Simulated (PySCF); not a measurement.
# C5H7NOSi: NMR shielding calculation

- system: C5H7NOSi, SMILES [SiH3]Oc1ccccn1
- method: GIAO PBE0/pcSseg-1 NMR shielding, non-relativistic, gas phase (PySCF 2.14.0)

The geometry comes from this level: GFN2-xTB. Figures and captions count atoms from 1; the log counts them from 0 in places.

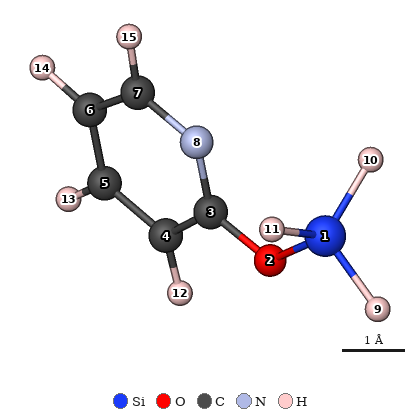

**Figure 1.** The structure (ball-and-stick view, seen at a tilt; atoms are numbered from 1 in the order of the input). Bond lengths as drawn: C–C 1.38 to 1.40 Å, C–H 1.08 Å, C–N 1.32 Å, C–O 1.33 Å, H–Si 1.46 Å and O–Si 1.65 Å.

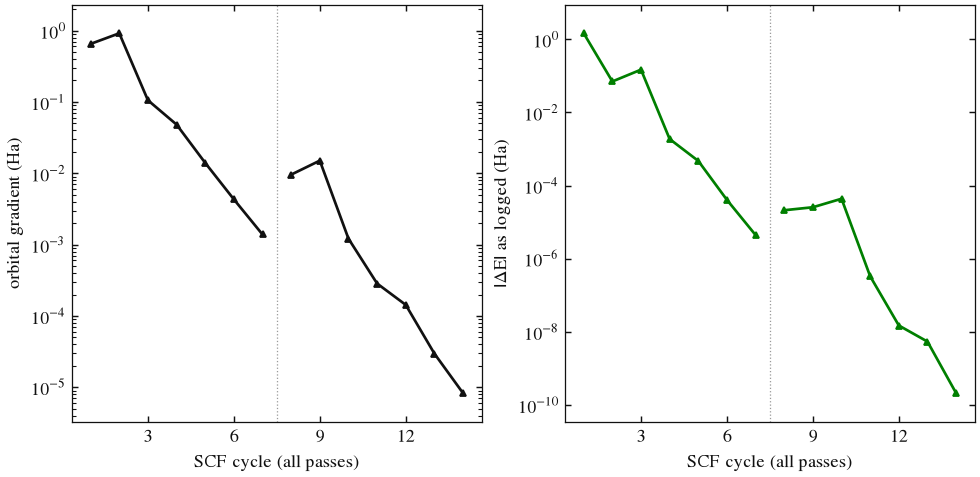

**Figure 2.** Convergence of the self-consistent field: orbital gradient and size of the energy change against the SCF cycle. The dotted line marks the change from a coarse to the final integration grid. The first 7 cycles use a coarse grid, the final grid takes over at cycle 8, and the field converges after 14 cycles in all.

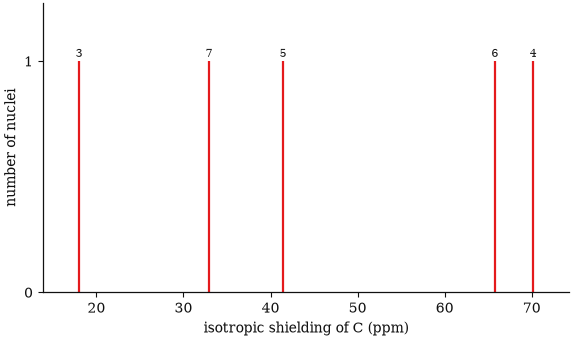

**Figure 3.** Isotropic shieldings of the carbon nuclei in this fixed geometry, labelled by atom number; shielding grows to the right, so chemical shift grows to the left. The least shielded is C3 (18.0 ppm), the most shielded C4 (70.2 ppm).

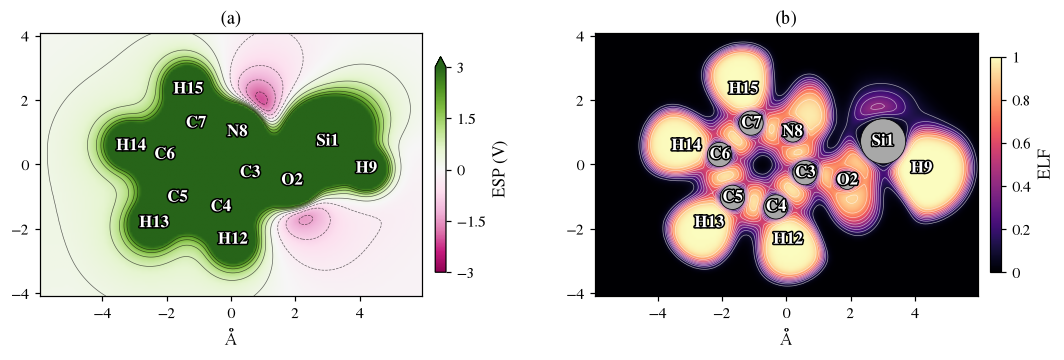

**Figure 4.** (a) electrostatic potential; (b) ELF on the plane of atoms C5, C4 and H12. Grey discs, where drawn, cover atomic cores. Atoms in the plane: Si, O, C, N and H. C–N (1.32 Å): the ELF peaks at about 0.90 between the atoms, as expected for localised, shared-pair bonding. C–C (1.38 Å): the ELF peaks at about 0.95 between the atoms, as expected for localised, shared-pair bonding. C–H (1.08 Å): the ELF climbs to about 1 towards the hydrogen, as it does in any bond to H (a covalent bond by its length).

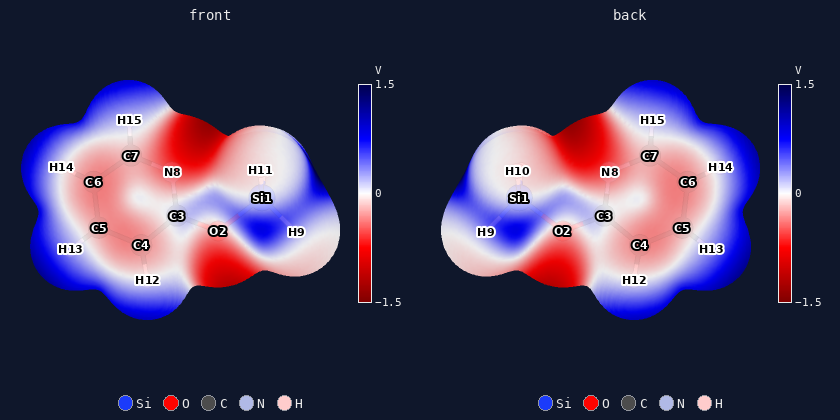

**Figure 5.** The molecular electrostatic potential painted on the density surface at 0.002 e/bohr³, seen face on and from behind; red is negative and blue positive. A positive charge is drawn to the negative regions and a negative charge to the positive ones. Its dipole moment is 1.53 D.

These pictures come from the run below.

**Input**
```
{"job": {"kind": "nmr", "xc": "PBE0", "basis": "pcSseg-1"}, "charge": 0, "multiplicity": 1}
Si    -2.798100     0.298399    -0.286728
O     -1.475116    -0.555225    -0.785172
C     -0.255508    -0.306739    -0.324464
C      0.831957    -1.058577    -0.777822
C      2.081016    -0.764181    -0.271043
C      2.211312     0.258015     0.662182
C      1.070862     0.940228     1.042520
N     -0.132913     0.667820     0.563933
H     -3.786975    -0.398428    -1.100472
H     -3.000362     0.123205     1.147176
H     -2.649940     1.706936    -0.635652
H      0.672688    -1.840587    -1.502801
H      2.946857    -1.323099    -0.596099
H      3.172512     0.514519     1.078310
H      1.107296     1.745703     1.764218
```

The first line tells a small driver script what to run in PySCF; the rest is the geometry in Å.

Command:
```bash
OMP_NUM_THREADS=1 python <driver script> task.json out
```

**Output**
```
coarse grid: 13544 points
cycle   1  E = -613.5616928933  dE =  1.464e+00  |g| = 6.518e-01  |ddm| = 3.737e+00
cycle   2  E = -613.4912286555  dE =  7.046e-02  |g| = 9.175e-01  |ddm| = 1.161e+00
cycle   3  E = -613.6394221234  dE = -1.482e-01  |g| = 1.057e-01  |ddm| = 7.251e-01
cycle   4  E = -613.6412960972  dE = -1.874e-03  |g| = 4.821e-02  |ddm| = 1.232e-01
cycle   5  E = -613.6417683895  dE = -4.723e-04  |g| = 1.399e-02  |ddm| = 4.398e-02
cycle   6  E = -613.6418089650  dE = -4.058e-05  |g| = 4.315e-03  |ddm| = 1.493e-02
cycle   7  E = -613.6418133960  dE = -4.431e-06  |g| = 1.388e-03  |ddm| = 5.141e-03
final grid: 127776 points
cycle   8  E = -613.6962335304  dE = -2.116e-05  |g| = 9.581e-03  |ddm| = 3.312e-02
cycle   9  E = -613.6962079882  dE =  2.554e-05  |g| = 1.505e-02  |ddm| = 1.841e-02
cycle  10  E = -613.6962516389  dE = -4.365e-05  |g| = 1.214e-03  |ddm| = 1.170e-02
cycle  11  E = -613.6962519687  dE = -3.298e-07  |g| = 2.851e-04  |ddm| = 1.394e-03
cycle  12  E = -613.6962519836  dE = -1.488e-08  |g| = 1.432e-04  |ddm| = 3.496e-04
cycle  13  E = -613.6962519890  dE = -5.396e-09  |g| = 2.969e-05  |ddm| = 1.513e-04
cycle  14  E = -613.6962519892  dE = -2.101e-10  |g| = 8.290e-06  |ddm| = 3.379e-05
converged SCF energy = -613.6962519892

GIAO shielding tensors (ppm)
atom      isotropic    diamagn.    paramagn.     s11        s22        s33       span
  0 Si     392.255     879.607    -487.352    361.234    363.980    451.551     90.318
  1 O      208.127     396.272    -188.144    126.754    240.651    256.978    130.223
  2 C       18.012     251.673    -233.661    -72.890     19.313    107.614    180.504
  3 C       70.159     253.810    -183.651    -18.692     61.605    167.563    186.254
  4 C       41.433     252.615    -211.182    -73.937     20.328    177.909    251.847
  5 C       65.761     258.096    -192.335    -44.557     62.056    179.785    224.342
  6 C       32.943     248.694    -215.751    -71.817     26.175    144.471    216.288
  7 N      -41.841     336.817    -378.658   -266.785   -112.305    253.566    520.352
  8 H       26.946      28.800      -1.854     23.063     25.907     31.868      8.805
  9 H       26.595      29.262      -2.667     23.428     24.882     31.475      8.047
 10 H       26.593      29.260      -2.667     23.424     24.883     31.473      8.048
 11 H       24.680      31.411      -6.730     20.701     24.901     28.439      7.738
 12 H       23.756      29.869      -6.113     20.801     23.735     26.733      5.932
 13 H       24.658      30.372      -5.714     22.243     24.636     27.096      4.853
 14 H       23.186      30.306      -7.120     18.867     24.097     26.594      7.727
```

**Results in brief**

| quantity | value |
| --- | --- |
| outcome | converged |
| total energy | −613.696252 hartree |
| HOMO | −7.07 eV |
| LUMO | −0.83 eV |
| dipole moment | 1.53 D |
| isotropic shielding, Si | 392.3 ppm |
| isotropic shielding, O | 208.1 ppm |
| isotropic shielding, C | 18.0 to 70.2 ppm |
| isotropic shielding, N | −41.8 ppm |
| isotropic shielding, H | 23.2 to 26.9 ppm |
| hardware | 1 CPU thread, shared host |
| wall time | 52 s |
| peak memory | 0.8 GiB |
